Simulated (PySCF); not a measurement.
Molecule: C6H12GeO2, SMILES C=[CH][Ge]([CH]=C)([O]C)[O]C. Atoms near the plane z = 1.5 Å, at the GFN2-xTB optimised geometry (x, y, z in Å): C2 (1.3, -0.2, 0.0), Ge3 (-0.7, -0.2, 0.0), O6 (-1.1, 1.5, 0.0), C7 (-2.3, 2.0, 0.5), O8 (-1.3, -0.8, 1.6), C9 (-1.4, -2.1, 2.0), H12 (1.7, 0.3, 0.8), H16 (-2.6, 1.5, 1.4), H17 (-3.1, 2.0, -0.2), H18 (-2.1, 3.1, 0.7), H19 (-1.9, -2.8, 1.3), H20 (-2.0, -2.1, 3.0), H21 (-0.4, -2.5, 2.2).

Method: B3LYP/def2-SVP in PySCF. Cells within 0.4 Å of a nucleus heavier than hydrogen are left out (blank, or x). The values are rescaled to run from 0 to 1.

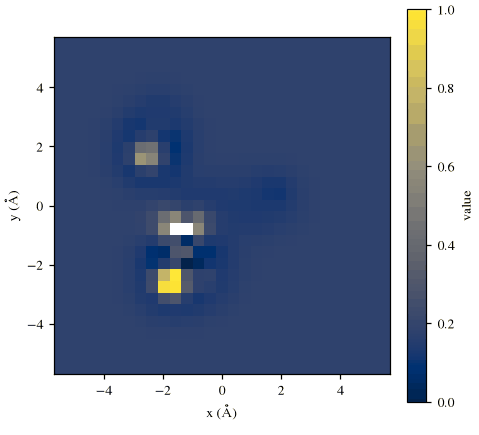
Fig. 1. a field on the plane z = 1.5 Å.

Question: Which quantity is mapped?
A. log10 of the electron density
B. deformation density (molecule minus spherical neutral atoms)
C. an orbital amplitude
D. electron localisation function

Answer: B, deformation density (molecule minus spherical neutral atoms). In full: deformation density (molecule minus spherical neutral atoms) (e/bohr³).
